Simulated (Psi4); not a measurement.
# AlNH2Cl (SMILES [NH2][Al][Cl]): UOMP2/aug-cc-pVDZ (density fitting for correlation)

Aim: the vertical electron affinity of AlNH2Cl at UOMP2/aug-cc-pVDZ (density fitting for correlation), from 2 runs. Input form: a Python script.

The results are computed with Psi4 1.11.

1 further run of the same task is left out (it didn't finish).

### Step 1. Starting point

The species is AlNH2Cl (5 atoms), meant as a doublet with charge 0. As SMILES, `[NH2][Al][Cl]`. Geometry: relaxed at PBE0-D4/def2-TZVP. This is one conformer, not always the lowest.

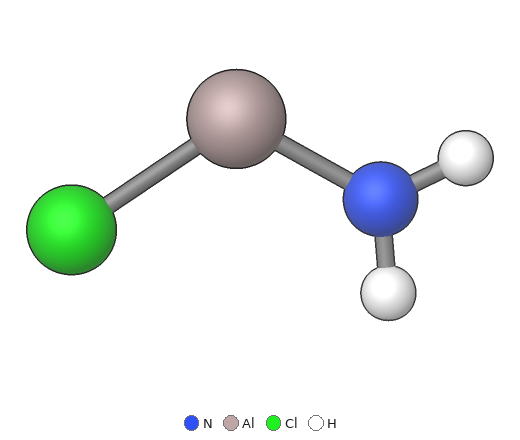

The structure, seen from a chosen angle (nitrogen blue, aluminium light grey, chlorine green, hydrogen white).

### Step 2. The energy at UOMP2/aug-cc-pVDZ (density fitting for correlation)

The input, job.py:

```python
import psi4

psi4.set_memory('2200 MB')
psi4.set_num_threads(1)
psi4.set_output_file('alclh2n.out', False)

mol = psi4.geometry("""
0 2
N
Al 1 1.764931
Cl 2 2.116054 1 116.66369
H 1 1.006777 2 124.89908 3 179.97292
H 1 1.008829 4 110.96273 2 179.98219
symmetry c1
""")

psi4.set_options({
    'basis': 'aug-cc-pVDZ',
    'reference': 'uhf',
    'puream': True,
    'e_convergence': 1e-09,
    'd_convergence': 1e-08,
    'scf_type': 'pk',
    'num_frozen_docc': 11,
    'maxiter': 100,
})

E = psi4.energy('omp2', molecule=mol)
print(f'omp2 energy: {E:.10f} Eh')
```

On the command line:

```
$ python job.py
```

alclh2n.out:

```text
[...]
  Running in c1 symmetry.
[...]
  Nuclear repulsion =  119.524170795089432
[...]
  Multiplicity = 2
[...]
  Nalpha       = 20
  Nbeta        = 19
[...]
    Number of basis functions: 95
[...]
   @UHF iter   1:  -756.97183862563315   -6.66074e-01   5.91949e-03 ADIIS/DIIS
[...]
   @UHF iter  14:  -757.13099548895070   -4.54747e-12   6.78071e-09 DIIS
[...]
   @S^2 Observed:                7.528271085E-01
[...]
    Orbital Energies [Eh]
    ---------------------
    Alpha Occupied:
       1A   -104.809793     2A    -58.524765     3A    -15.548676
       4A    -10.538236     5A     -8.006310     6A     -8.002893
       7A     -8.002743     8A     -4.937173     9A     -3.251739
      10A     -3.248195    11A     -3.247650    12A     -1.126533
      13A     -1.072394    14A     -0.655264    15A     -0.618292
      16A     -0.527197    17A     -0.463491    18A     -0.462131
      19A     -0.409293    20A     -0.326836
    Alpha Virtual:
      21A      0.028244    22A      0.031120    23A      0.035426
      24A      0.046297    25A      0.072314    26A      0.072553
[...]
  @UHF Final Energy:  -757.13099548895070
   => Energetics <=
    Nuclear Repulsion Energy =            119.5241707950894323
    One-Electron Energy =               -1286.1881894139855831
    Two-Electron Energy =                 409.5330231299452635
    Total Energy =                       -757.1309954889508163
  UHF NO Occupations:
  HONO-2 :   18  A 1.9994287
  HONO-1 :   19  A 1.9993543
[...]
 Multipole Moments:
 ------------------------------------------------------------------------------------
     Multipole            Electronic (a.u.)      Nuclear  (a.u.)        Total (a.u.)
 ------------------------------------------------------------------------------------
 L = 1.  Multiply by 2.5417464519 to convert [e a0] to [Debye]
 Dipole X            :          0.0001477           -0.0002703           -0.0001226
 Dipole Y            :         -1.0370543            1.7471644            0.7101100
 Dipole Z            :          4.6218911           -5.2454450           -0.6235539
 Magnitude           :                                                    0.9450269
[...]
	Warning: cc_lambda option is changed to TRUE
	For this residual convergence, default PCG convergence is:     1.00e-07
[...]
	DF-SCS-MP2 Total Energy (a.u.)     :  -757.49546798556787
	DF-SOS-MP2 Total Energy (a.u.)     :  -757.49043484837193
[...]
	DF-SCS-OMP2 Total Energy (a.u.)    :  -757.49870837203355
	DF-SOS-OMP2 Total Energy (a.u.)    :  -757.46515077525578
	DF-SCS(N)-OMP2 Total Energy (a.u.) :  -757.30398899628744
[...]
	DF-OMP2 Total Energy (a.u.)        :  -757.50943258391260
[...]
```

Standard output:

```text
omp2 energy: -757.5094325839 Eh
```

Wall time 59 s (1 thread of Intel Xeon Platinum 8259CL at 2.50GHz (Skylake/Cascade Lake), shared host); peak memory 0.42 GiB.

### Step 3. The singlet anion, same level

The input, run.py:

```python
import psi4

psi4.set_memory(2200000000)
psi4.set_num_threads(1)
psi4.core.set_output_file('output.dat', False)

molecule = psi4.geometry("""
-1 1
N     -0.549400     0.461700    -0.232000
Al     0.402600    -0.291600     1.049100
Cl     1.907000    -1.649700     0.440800
H     -1.293600     1.123300    -0.083500
H     -0.416600     0.282700    -1.215900
symmetry c1
""")

options = {'basis': 'aug-cc-pVDZ', 'reference': 'rhf', 'puream': True, 'e_convergence': 1e-09, 'd_convergence': 1e-08, 'scf_type': 'pk', 'num_frozen_docc': 11}
psi4.set_options(options)

e_tot = psi4.energy("omp2")
print('E =', round(e_tot, 9))
for k, v in sorted(psi4.core.scalar_variables().items()):
    print(f'{k:45s} {v:18.10f}')
```

On the command line:

```
$ python run.py
```

output.dat:

```text
[...]
  Running in c1 symmetry.
[...]
  Nuclear repulsion =  119.524169334353630
[...]
  Multiplicity = 1
[...]
  Nalpha       = 20
  Nbeta        = 20
[...]
    Number of basis functions: 95
[...]
   @RHF iter   1:  -756.93604784908848   -6.30283e-01   6.48665e-03 DIIS/ADIIS
[...]
   @RHF iter  12:  -757.13672049640400   -1.50067e-11   4.56458e-09 DIIS
[...]
    Orbital Energies [Eh]
    ---------------------
    Doubly Occupied:
       1A   -104.629954     2A    -58.289030     3A    -15.367050
       4A    -10.359846     5A     -7.826497     6A     -7.824734
       7A     -7.824579     8A     -4.700841     9A     -3.014288
      10A     -3.012583    11A     -3.012212    12A     -0.949044
      13A     -0.894789    14A     -0.479889    15A     -0.424015
      16A     -0.342939    17A     -0.290752    18A     -0.287466
      19A     -0.232915    20A     -0.042227
[...]
  @RHF Final Energy:  -757.13672049640400
   => Energetics <=
    Nuclear Repulsion Energy =            119.5241693343536298
    One-Electron Energy =               -1293.7104840593060544
    Two-Electron Energy =                 417.0495942285482442
    Total Energy =                       -757.1367204964041093
[...]
 Multipole Moments:
 ------------------------------------------------------------------------------------
     Multipole            Electronic (a.u.)      Nuclear  (a.u.)        Total (a.u.)
 ------------------------------------------------------------------------------------
 L = 1.  Multiply by 2.5417464519 to convert [e a0] to [Debye]
 Dipole X            :          4.1131985           -3.7462745            0.3669241
 Dipole Y            :         -3.5691840            3.1189524           -0.4502316
 Dipole Z            :          0.5930205           -2.6086102           -2.0155896
 Magnitude           :                                                    2.0976042
[...]
	Warning: cc_lambda option is changed to TRUE
	For this residual convergence, default PCG convergence is:     1.00e-07
[...]
	DF-MP2 Total Energy (a.u.)         :  -757.54285456629373
[...]
	DF-MP2 Total Energy (a.u.)         :  -757.54773587816715
[...]
	DF-OMP2 Total Energy (a.u.)        :  -757.54773587816157
[...]
```

On the terminal:

```text
E = -757.547735878
CURRENT CORRELATION ENERGY                         -0.4110153818
CURRENT ENERGY                                   -757.5477358782
CURRENT REFERENCE ENERGY                         -757.1367204964
DD SOLVATION ENERGY                                 0.0000000000
HF KINETIC ENERGY                                 757.3431065088
HF POTENTIAL ENERGY                             -1514.4798270052
HF TOTAL ENERGY                                  -757.1367204964
HF VIRIAL RATIO                                     1.9997274868
MP2 CORRELATION ENERGY                             -0.4061340699
MP2 DOUBLES ENERGY                                 -0.4061340699
MP2 SINGLES ENERGY                                  0.0000000000
MP2 TOTAL ENERGY                                 -757.5428545663
NUCLEAR REPULSION ENERGY                          119.5241693344
OMP2 CORRELATION ENERGY                            -0.4110153818
OMP2 REFERENCE CORRECTION ENERGY                    0.0053026758
OMP2 TOTAL ENERGY                                -757.5477358782
ONE-ELECTRON ENERGY                             -1293.7104840593
PCM POLARIZATION ENERGY                             0.0000000000
PE ENERGY                                           0.0000000000
SCF ITERATION ENERGY                             -757.1367204964
SCF ITERATIONS                                     12.0000000000
SCF TOTAL ENERGY                                 -757.1367204964
SCS(N)-MP2 CORRELATION ENERGY                     757.1367204964
SCS(N)-MP2 TOTAL ENERGY                             0.0000000000
SCS(N)-OMP2 CORRELATION ENERGY                    757.1367204964
SCS(N)-OMP2 TOTAL ENERGY                            0.0000000000
SCS-MP2 CORRELATION ENERGY                        757.1367204964
SCS-MP2 TOTAL ENERGY                                0.0000000000
SCS-OMP2 CORRELATION ENERGY                       757.1367204964
SCS-OMP2 TOTAL ENERGY                               0.0000000000
SOS-MP2 CORRELATION ENERGY                        757.1367204964
SOS-MP2 TOTAL ENERGY                                0.0000000000
SOS-OMP2 CORRELATION ENERGY                       757.1367204964
SOS-OMP2 TOTAL ENERGY                               0.0000000000
TWO-ELECTRON ENERGY                               417.0495942285
```

It took 27 s on 1 thread of Intel Xeon Platinum 8259CL at 2.50GHz (Skylake/Cascade Lake), shared host; peak memory 0.45 GiB.

### Step 4. Outcome

At UOMP2/aug-cc-pVDZ (density fitting for correlation), 11 core orbitals frozen:

| quantity | value |
| --- | --- |
| doublet AlNH2Cl: total energy | -757.50943 Eh |
| doublet AlNH2Cl: HOMO energy (Hartree–Fock orbitals) (highest over α and β) | -8.89 eV |
| doublet AlNH2Cl: LUMO energy (Hartree–Fock orbitals) (lowest over α and β) | 0.22 eV |
| doublet AlNH2Cl: correlation energy (11 core orbitals frozen) | -378.4 mEh |
| doublet AlNH2Cl: ⟨S²⟩ of the reference determinant | 0.753 |
| singlet anion: total energy | -757.54774 Eh |
| singlet anion: HOMO energy (Hartree–Fock orbitals) | -1.15 eV |
| singlet anion: LUMO energy (Hartree–Fock orbitals) | 3.54 eV |
| singlet anion: HOMO–LUMO gap (to an unbound level, set by the basis) | 4.69 eV |
| singlet anion: correlation energy (11 core orbitals frozen) | -411.0 mEh |
| vertical electron affinity (to the singlet anion) | 1.042 eV |

In words: At fixed nuclei the extra electron is bound by 1.04 eV (24 kcal/mol).
